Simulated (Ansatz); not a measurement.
The calculation's input:

```
crystal:
  periodic: [false, false, false]
  atoms:
    - { symbol: Si, position_ang: [0.2672, 1.3153, 0.3519] }
    - { symbol: "N", position_ang: [-0.8092, 0.0307, -0.3225] }
    - { symbol: B, position_ang: [-0.563, -1.2341, 0.5529] }
    - { symbol: C, position_ang: [0.0552, -1.0021, -0.8957] }
    - { symbol: H, position_ang: [-1.32046, 0.85824, -0.69045] }
    - { symbol: H, position_ang: [-0.5071, 2.0542, 1.423] }
    - { symbol: H, position_ang: [1.5225, 0.8495, 0.87] }
    - { symbol: H, position_ang: [-0.8894, -1.9939, 1.357] }
    - { symbol: H, position_ang: [-0.5714, -1.5714, -1.6176] }
    - { symbol: H, position_ang: [1.0755, -0.8232, -0.971] }
magnetization:
  spin_polarized: true
basis:
  gaussian: { orbitals: cc-pVDZ }
hamiltonian:
  xc: b3lyp
  dispersion: d4
relax:
  f_tol: 0.02
  max_steps: 50
output:
  orbitals: {}
```

Command:

```sh
ansatz run input.yaml --threads 2 --pin off --max-ram 3072MiB --backend cpu --events-out ev --progress --plain --runs-dir out
```

The fields are those of the relaxed geometry.

Computed with UKS B3LYP-D4/cc-pVDZ in Ansatz.

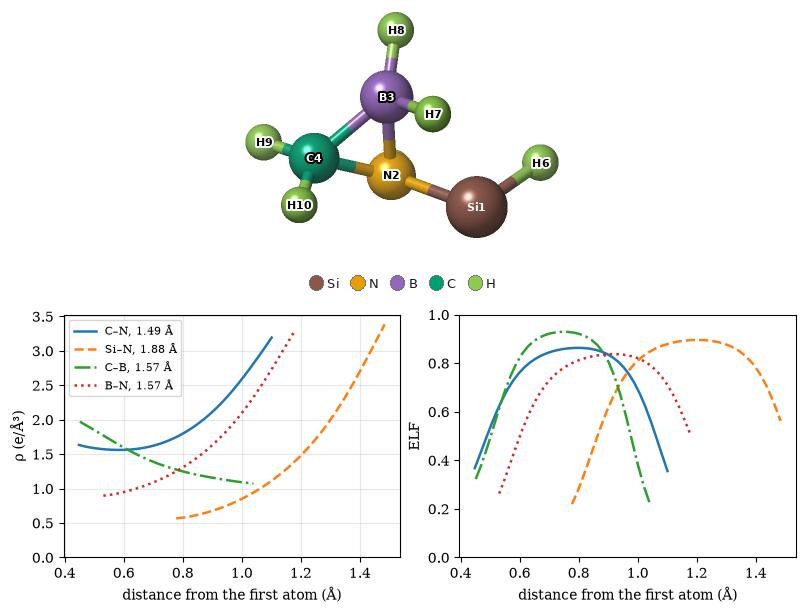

CH$_{6}$BNSi. Total electron density and ELF along straight lines between neighbouring atoms. The curves leave out the atomic cores. The structure is drawn too.

**Compare the contacts.**

C–N (1.49 Å): the density is about 1.7 e/Å³ at the midpoint; the ELF peaks at about 0.85 between the atoms; a shared electron pair.
Si–N (1.88 Å): ρ is about 0.74 e/Å³ halfway; the ELF peaks at about 0.90 between the atoms, as expected for a shared but strongly polarised pair.
C–B (1.57 Å): the density is about 1.3 e/Å³ at the midpoint; the ELF peaks at about 0.95 between the atoms (a shared electron pair).
B–N (1.57 Å): ρ is about 1.3 e/Å³ halfway; the ELF peaks at about 0.85 between the atoms (a shared but strongly polarised pair).
